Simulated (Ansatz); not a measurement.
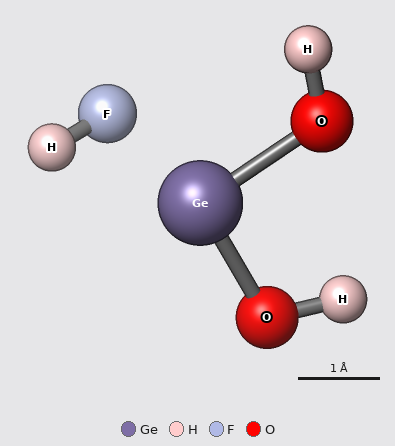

Figure 1. The input geometry (ball-and-stick view, seen at a tilt). Sticks mark near contacts. Bond lengths as drawn: F–H 0.93 Å, Ge–O 1.80 to 1.82 Å and H–O 0.98 Å.

**Run report: GeH$_{3}$O$_{2}$F, geometry relaxation (part 1 of 2)**

The run: geometry relaxation of GeH$_{3}$O$_{2}$F. Method and program: RKS PBE/def2-SVP (Ansatz 0.2.0).

It belongs to a series of runs on one base structure; here: end point B relaxed.

**What the program printed**
```
The last accepted step is kept in [file] (removed where the run ends without a failure and the disk answers)
Engine: ansatz 0.2.0, aarch64-unknown-linux-gnu
Functional definition: PBE
  parameter kappa = 0.804
  parameter beta = 0.06672455060314922
  exchange = pbe_x(kappa = kappa, mu = beta*pi^2/3)
  correlation = pbe_c(beta = beta)
959 factors; their error is unknown
mean field evaluation 1: about -63338.7244 eV, gradient 8.5e1 eV
mean field evaluation 2: about -63214.0637 eV, gradient 2.3e2 eV
mean field evaluation 4: about -63350.2722 eV, gradient 2.6e1 eV
mean field evaluation 8: about -63351.3853 eV, gradient 1.4e-1 eV
mean field evaluation 16: about -63351.3310 eV, gradient 2.0e-4 eV
mean field -63351.33096803 eV, -2328.1184720008 hartree, gradient 2.1e-5 eV, S^2 0.000000; 0 other end points of the search recorded, 0 dependent functions left out
the calculation of the forces begins
reference -63351.33099851 eV, -2328.1184731208 hartree; 30, 30 occupied and 59, 59 virtual orbitals, 959 factors
relax step   1: F+E_penalty+E_count = -63351.33096803 eV  Δ(F+E_penalty+E_count) = +0.000e0 eV  max|allowed force component| = 1.862e-1 eV/Å  Δτ_max = 0.0000 Å  (27 SCF iters, accepted)
these checks for a lower state are left out or cut short: starts, cluster_reference, orbital_swaps, neighbouring_geometries, increment
959 factors; their error is unknown
mean field -63351.32495785 eV, -2328.1182511306 hartree, gradient 8.4e-5 eV, S^2 0.000000; 0 other end points of the search recorded, 0 dependent functions left out
[... from here on the field's lines of each further geometry are left out, up to the last ...]
relax step   2: F+E_penalty+E_count = -63351.32495785 eV  Δ(F+E_penalty+E_count) = +6.010e-3 eV  max|allowed force component| = 7.544e-1 eV/Å  Δτ_max = 0.1804 Å  (32 SCF iters, rejected (line search))
relax step   3: F+E_penalty+E_count = -63351.33716999 eV  Δ(F+E_penalty+E_count) = -6.202e-3 eV  max|allowed force component| = 1.212e-1 eV/Å  Δτ_max = 0.0879 Å  (28 SCF iters, accepted)
relax step   4: F+E_penalty+E_count = -63351.33857980 eV  Δ(F+E_penalty+E_count) = -1.410e-3 eV  max|allowed force component| = 7.289e-2 eV/Å  Δτ_max = 0.0534 Å  (26 SCF iters, accepted)
relax step   5: F+E_penalty+E_count = -63351.33937118 eV  Δ(F+E_penalty+E_count) = -7.914e-4 eV  max|allowed force component| = 2.131e-1 eV/Å  Δτ_max = 0.0477 Å  (28 SCF iters, accepted)
relax step   6: F+E_penalty+E_count = -63351.33941303 eV  Δ(F+E_penalty+E_count) = -4.185e-5 eV  max|allowed force component| = 4.101e-1 eV/Å  Δτ_max = 0.0742 Å  (30 SCF iters, accepted)
relax step   7: F+E_penalty+E_count = -63351.34189702 eV  Δ(F+E_penalty+E_count) = -2.484e-3 eV  max|allowed force component| = 2.833e-1 eV/Å  Δτ_max = 0.0305 Å  (26 SCF iters, accepted)
relax step   8: F+E_penalty+E_count = -63351.34603143 eV  Δ(F+E_penalty+E_count) = -4.134e-3 eV  max|allowed force component| = 4.671e-1 eV/Å  Δτ_max = 0.1572 Å  (30 SCF iters, accepted)
relax step   9: F+E_penalty+E_count = -63351.32056529 eV  Δ(F+E_penalty+E_count) = +2.547e-2 eV  max|allowed force component| = 1.907e0 eV/Å  Δτ_max = 0.1950 Å  (35 SCF iters, rejected (line search))
relax step  10: F+E_penalty+E_count = -63351.35526102 eV  Δ(F+E_penalty+E_count) = -9.230e-3 eV  max|allowed force component| = 5.555e-1 eV/Å  Δτ_max = 0.0956 Å  (29 SCF iters, accepted)
relax step  11: F+E_penalty+E_count = -63351.36828842 eV  Δ(F+E_penalty+E_count) = -1.303e-2 eV  max|allowed force component| = 5.128e-1 eV/Å  Δτ_max = 0.0951 Å  (28 SCF iters, accepted)
relax step  12: F+E_penalty+E_count = -63351.38765408 eV  Δ(F+E_penalty+E_count) = -1.937e-2 eV  max|allowed force component| = 1.036e0 eV/Å  Δτ_max = 0.1468 Å  (34 SCF iters, accepted)
relax step  13: F+E_penalty+E_count = -63351.40179897 eV  Δ(F+E_penalty+E_count) = -1.414e-2 eV  max|allowed force component| = 2.013e0 eV/Å  Δτ_max = 0.1951 Å  (34 SCF iters, accepted)
relax step  14: F+E_penalty+E_count = -63351.49615559 eV  Δ(F+E_penalty+E_count) = -9.436e-2 eV  max|allowed force component| = 1.345e0 eV/Å  Δτ_max = 0.1933 Å  (35 SCF iters, accepted)
relax step  15: F+E_penalty+E_count = -63351.60735268 eV  Δ(F+E_penalty+E_count) = -1.112e-1 eV  max|allowed force component| = 9.238e-1 eV/Å  Δτ_max = 0.1952 Å  (35 SCF iters, accepted)
relax step  16: F+E_penalty+E_count = -63351.72578218 eV  Δ(F+E_penalty+E_count) = -1.184e-1 eV  max|allowed force component| = 3.454e-1 eV/Å  Δτ_max = 0.1950 Å  (30 SCF iters, accepted)
relax step  17: F+E_penalty+E_count = -63351.71388584 eV  Δ(F+E_penalty+E_count) = +1.190e-2 eV  max|allowed force component| = 1.720e0 eV/Å  Δτ_max = 0.1948 Å  (35 SCF iters, rejected (line search))
relax step  18: F+E_penalty+E_count = -63351.76047657 eV  Δ(F+E_penalty+E_count) = -3.469e-2 eV  max|allowed force component| = 3.192e-1 eV/Å  Δτ_max = 0.0951 Å  (28 SCF iters, accepted)
relax step  19: F+E_penalty+E_count = -63351.77334253 eV  Δ(F+E_penalty+E_count) = -1.287e-2 eV  max|allowed force component| = 2.414e-1 eV/Å  Δτ_max = 0.0925 Å  (29 SCF iters, accepted)
relax step  20: F+E_penalty+E_count = -63351.77767577 eV  Δ(F+E_penalty+E_count) = -4.333e-3 eV  max|allowed force component| = 1.877e-1 eV/Å  Δτ_max = 0.0202 Å  (28 SCF iters, accepted)
relax step  21: F+E_penalty+E_count = -63351.77877106 eV  Δ(F+E_penalty+E_count) = -1.095e-3 eV  max|allowed force component| = 1.291e-1 eV/Å  Δτ_max = 0.0145 Å  (29 SCF iters, accepted)
relax step  22: F+E_penalty+E_count = -63351.77979682 eV  Δ(F+E_penalty+E_count) = -1.026e-3 eV  max|allowed force component| = 3.581e-2 eV/Å  Δτ_max = 0.0141 Å  (29 SCF iters, accepted)
relax step  23: F+E_penalty+E_count = -63351.77995145 eV  Δ(F+E_penalty+E_count) = -1.546e-4 eV  max|allowed force component| = 3.104e-2 eV/Å  Δτ_max = 0.0171 Å  (28 SCF iters, accepted)
the calculation of the forces begins
reference -63351.78038811 eV, -2328.1349878841 hartree; 30, 30 occupied and 59, 59 virtual orbitals, 959 factors
relax step  24: F+E_penalty+E_count = -63351.78035908 eV  Δ(F+E_penalty+E_count) = -4.076e-4 eV  max|allowed force component| = 1.935e-2 eV/Å  Δτ_max = 0.0101 Å  (29 SCF iters, accepted)
959 factors; their error is unknown
mean field evaluation 192: about -63351.8362 eV, gradient 6.3e-2 eV
```

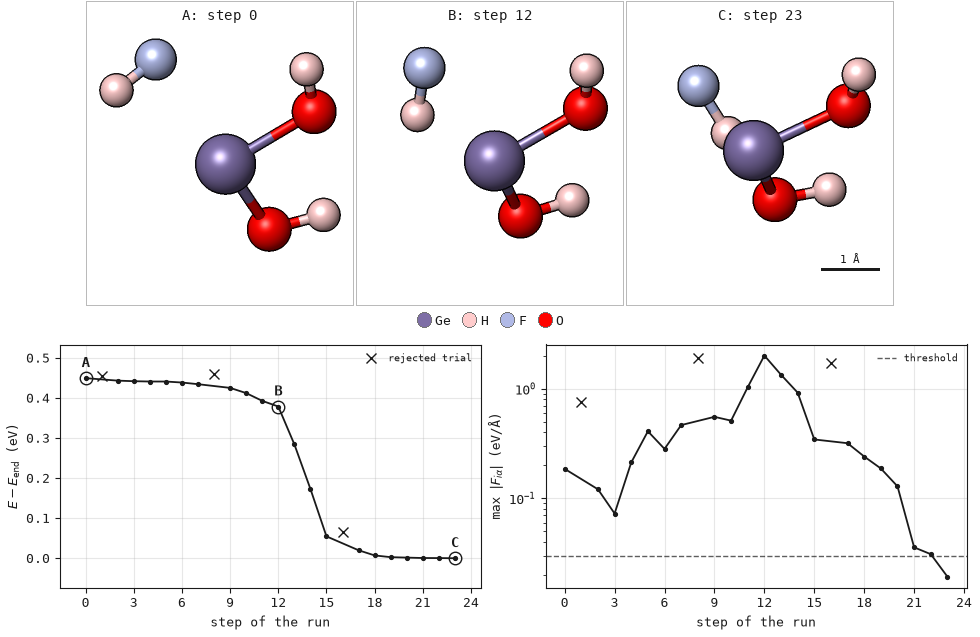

Figure 2. Frames of the relaxation (ball-and-stick view, seen at a tilt) above the curves, on which the letters mark them (the first geometry is step 0 here and step 1 in the log).

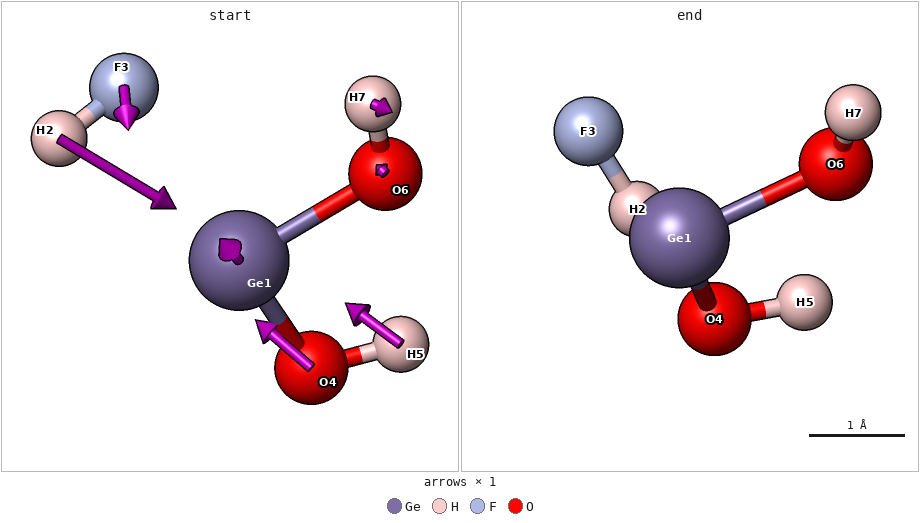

Figure 3. Before (left) and after (right) the relaxation, at one scale (ball-and-stick view, seen at a tilt). The pink arrows give the displacements, at true length. The energy falls by 0.449 eV in 23 geometry steps. Largest force component: 0.19 eV/Å at the start, 0.019 eV/Å at the end. The line search rejected the trial steps at points 1, 8, 16 (counted from 0) and went back. The atom that moves furthest after the best rigid fit is H2 (1.48 Å). Largest moves by element: H 1.48 Å, O 0.81 Å, F 0.57 Å, Ge 0.45 Å. Distances before and after: Ge1–O4 1.801 → 1.903 Å, H2–F3 0.934 → 1.011 Å. Among the angles that change: O4–Ge1–O6 94.6° → 89.9°, Ge1–O4–H5 109.0° → 106.4°. (Atoms are counted from 1 in the order of the input.)

```
mean field -63351.78035908 eV, -2328.1349868171 hartree, gradient 2.2e-5 eV, S^2 0.000000; 1 other end points of the search recorded, 0 dependent functions left out
the calculation of the forces begins
reference -63351.78038811 eV, -2328.1349878841 hartree; 30, 30 occupied and 59, 59 virtual orbitals, 959 factors
Total energy: -63351.78038811 eV, -2328.1349878841 hartree
Atom 0 at    -0.906386    -0.289615     0.961160 Å, force     0.001113    -0.000618     0.009549 eV/Å
Atom 1 at     0.954192     0.731633     0.362628 Å, force    -0.013684     0.019350    -0.016272 eV/Å
Atom 2 at     1.436146     0.012857     0.884675 Å, force     0.011435    -0.019295     0.013823 eV/Å
Atom 3 at    -0.388201     1.236073    -0.051972 Å, force    -0.003227     0.001402    -0.009704 eV/Å
Atom 4 at    -0.536324     1.006435    -0.995153 Å, force     0.005483     0.002204     0.006949 eV/Å
Atom 5 at    -1.106424    -1.241701    -0.579603 Å, force    -0.005385    -0.015943     0.001074 eV/Å
Atom 6 at    -1.424203    -2.152082    -0.425836 Å, force     0.004264     0.012900    -0.005419 eV/Å
Dipole moment:    -0.333427    -0.264982    -0.117249 e Å
```

**Trajectory as extended XYZ (Å, eV, eV/Å), 24 frames, from step=1 to step=24**
```
7
Properties=species:S:1:pos:R:3:forces:R:3 step=1 energy=-63351.33097
Ge   -0.8821    0.0334    0.6750    0.0786  -0.0108   0.0033
H     1.7451    0.2779    1.4498   -0.0520   0.0978   0.1862
F     1.9911   -0.1160    0.6398   -0.0291  -0.0927  -0.1855
O    -1.0942    1.4178   -0.4571   -0.0033  -0.0035  -0.0157
H    -1.2866    1.0694   -1.3538    0.0040   0.0109   0.0099
O    -1.2571   -1.2361   -0.5763    0.0005  -0.0065   0.0073
H    -1.1873   -2.1428   -0.2215    0.0012   0.0049  -0.0056
7
Properties=species:S:1:pos:R:3:forces:R:3 step=2 energy=-63351.32496 accepted=F
Ge   -0.8251    0.0279    0.6803   -0.1090  -0.0175   0.1403
H     1.7386    0.3316    1.4254    0.0636  -0.4723  -0.7544
F     1.8212   -0.1717    0.6156    0.0041   0.4705   0.7156
O    -1.0602    1.4187   -0.4399    0.0134   0.0294  -0.0724
H    -1.2670    1.0764   -1.3357    0.0132   0.0076   0.0134
O    -1.2244   -1.2355   -0.5700    0.0140  -0.0316  -0.0411
H    -1.1543   -2.1438   -0.2198    0.0007   0.0140  -0.0013
7
Properties=species:S:1:pos:R:3:forces:R:3 step=3 energy=-63351.33717
Ge   -0.8566    0.0302    0.6796    0.0042  -0.0035   0.0339
H     1.7463    0.2915    1.4473    0.0179  -0.0548  -0.1212
F     1.9062   -0.1250    0.6191   -0.0398   0.0559   0.1081
O    -1.0747    1.4161   -0.4505    0.0012   0.0127  -0.0207
H    -1.2742    1.0697   -1.3464    0.0100   0.0033   0.0117
O    -1.2414   -1.2357   -0.5731    0.0048  -0.0190  -0.0089
H    -1.1768   -2.1432   -0.2200    0.0017   0.0053  -0.0028
7
Properties=species:S:1:pos:R:3:forces:R:3 step=4 energy=-63351.33858
Ge   -0.8640    0.0237    0.6968   -0.0119  -0.0123   0.0025
H     1.7127    0.3137    1.4122    0.0246  -0.0353  -0.0729
F     1.8633   -0.1363    0.6006   -0.0206   0.0390   0.0703
O    -1.0547    1.4146   -0.4331   -0.0037   0.0067  -0.0168
H    -1.2338    1.0720   -1.3347    0.0088   0.0025   0.0167
O    -1.2294   -1.2374   -0.5673    0.0059  -0.0041  -0.0013
H    -1.1653   -2.1467   -0.2187   -0.0031   0.0034   0.0014
7
Properties=species:S:1:pos:R:3:forces:R:3 step=5 energy=-63351.33937
Ge   -0.8868    0.0105    0.7093   -0.0183  -0.0167   0.0137
H     1.7320    0.3518    1.3910    0.0300  -0.1222  -0.2131
F     1.8187   -0.1446    0.5940   -0.0208   0.1265   0.2098
O    -1.0446    1.4100   -0.4165    0.0006  -0.0046  -0.0435
H    -1.1927    1.0735   -1.3265    0.0046   0.0092   0.0396
O    -1.2253   -1.2432   -0.5704    0.0075   0.0010  -0.0098
H    -1.1724   -2.1543   -0.2250   -0.0036   0.0069   0.0034
7
Properties=species:S:1:pos:R:3:forces:R:3 step=6 energy=-63351.33941
Ge   -0.9126   -0.0063    0.7207   -0.0057  -0.0244   0.0125
H     1.7520    0.4136    1.3551    0.0278  -0.3060  -0.4101
F     1.7936   -0.1724    0.6113   -0.0276   0.3150   0.4056
O    -1.0294    1.4030   -0.3993   -0.0036   0.0023  -0.0372
H    -1.1655    1.0741   -1.3139    0.0138   0.0051   0.0341
O    -1.2203   -1.2472   -0.5798   -0.0027  -0.0072  -0.0025
H    -1.1890   -2.1611   -0.2383   -0.0019   0.0152  -0.0024
```
